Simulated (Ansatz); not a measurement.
CH3OSi (doublet)

The calculation's input:

```
crystal:
  periodic: [false, false, false]
  atoms:
    - {symbol: C, position_ang: [-1.700244, 0.720079, -0.709677]}
    - {symbol: O, position_ang: [-0.824229, -2.116667, -0.779832]}
    - {symbol: Si, position_ang: [-0.655657, -0.688912, -0.234214]}
    - {symbol: H, position_ang: [-1.556491, 1.724373, -0.304716]}
    - {symbol: H, position_ang: [-2.516391, 0.606059, -1.425277]}
    - {symbol: H, position_ang: [0.388192, -0.294398, 0.751548]}
basis:
  gaussian: {orbitals: def2-TZVPD}
magnetization: {spin_polarized: true, initial_magnetization: 1}
hamiltonian: {xc: {name: PBE0}}
output: {forces: true, orbitals: {seedname: orbitals}}
```

Launched as:

```sh
ansatz run input.yaml --threads 1 --pin off --max-ram 2610MiB --events-out events.jsonl --progress --plain --runs-dir runs
```

Geometry: PBE0-D3(BJ)/pcseg-1.

Method: Ansatz 0.2.0, isolated molecule in a Gaussian basis; Kohn-Sham density functional theory, functional PBE0.

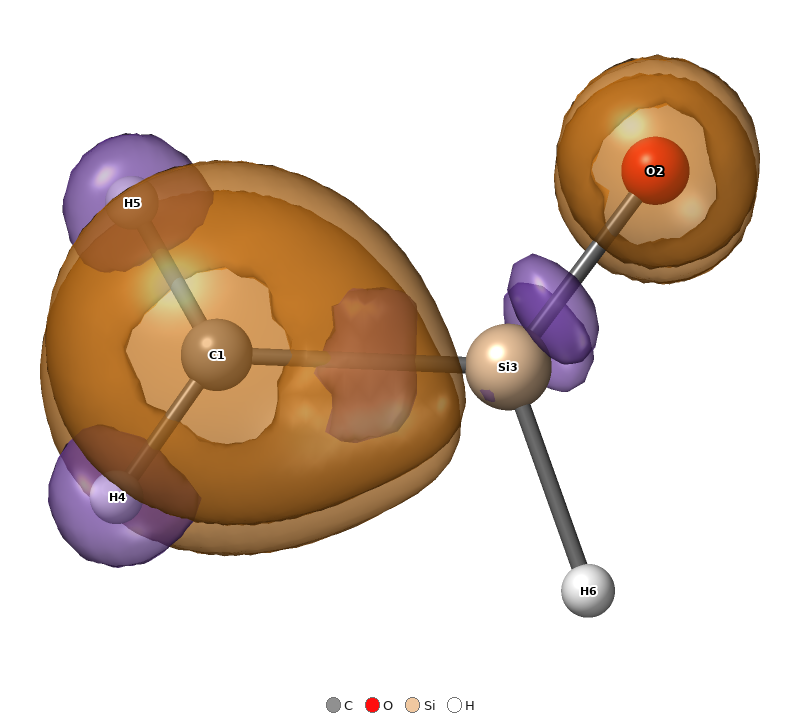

Figure 1. Isosurfaces of the spin density at +0.015 (orange) and −0.015 e/Å³ (purple), seen across its widest extent.

> Describe the spin distribution.

The unpaired spin (1 electron) lies mostly on C1 (about 0.7), O2 (about 0.1) and Si3 (about 0.1), in electrons by Hirshfeld's partition.

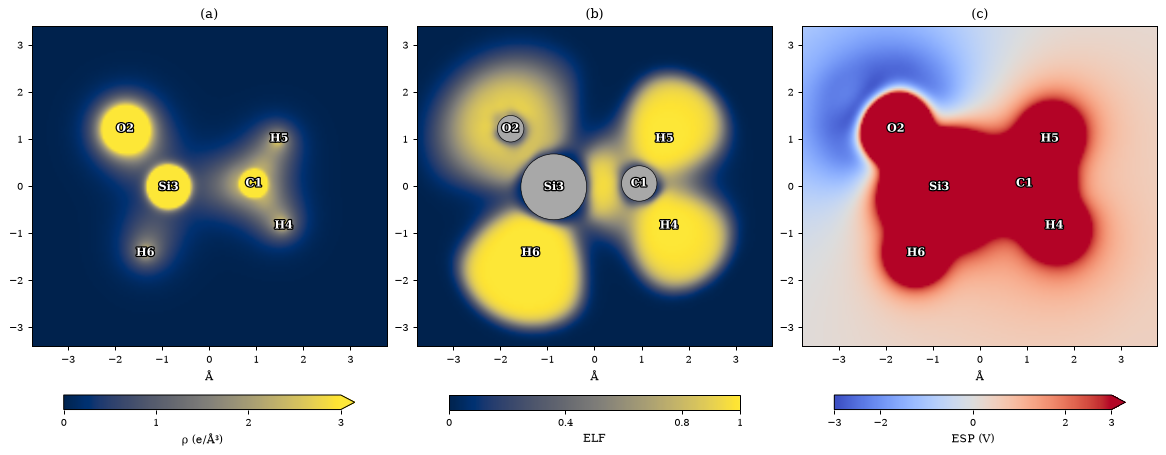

Figure 2. (a) total electron density; (b) ELF; (c) molecular electrostatic potential on the molecular plane. Grey discs cover the atomic cores in the ELF map.

> Read the bonding off the picture.

- Atoms in the plane: C, O, Si and H.
- Si–O (1.54 Å): ρ is about 1.5 e/Å³ halfway; the ELF peaks at about 0.85 between the atoms; a short, strongly polar bond.
- C–Si (1.82 Å): ρ is about 1 e/Å³ halfway; the ELF peaks at about 0.95 between the atoms: localised, covalent bonding.
- C–H (1.09 Å): ρ is about 2 e/Å³ halfway; the ELF climbs to about 1 towards the hydrogen, as it does in any bond to H; a covalent bond by its length.
- Si–H (1.49 Å): the density is about 0.83 e/Å³ at the midpoint; the ELF climbs to about 1 towards the hydrogen.
- The ELF also peaks beside O2, away from the bonds: non-bonding electrons, paired or unpaired.
- Outside the dense part of the molecule the potential is most negative (−2.8 V) near O2.

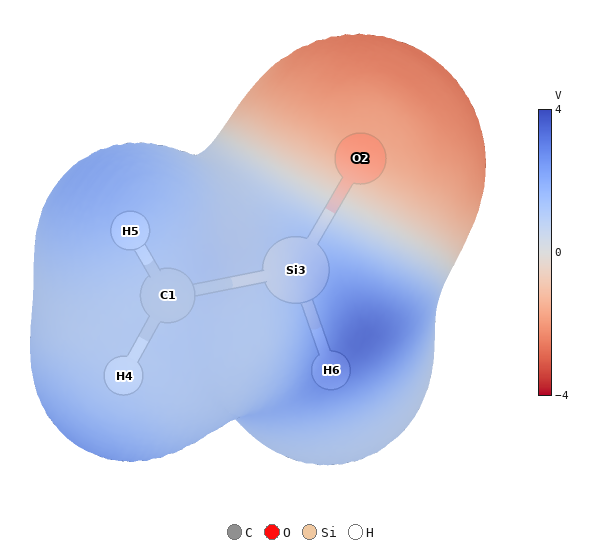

Figure 3. The electrostatic potential painted on the density surface at 0.004 e/bohr³, seen at a tilt; the colour scale runs from red (negative) to blue (positive).

> Describe the electrostatic potential map.

The most negative region (about −2.5 V) lies over O2, the most positive (about +3.4 V) over Si3. O2 is the likeliest acceptor of a hydrogen bond.

> What dipole moment does the calculation give?

Its dipole moment is 4.44 D.
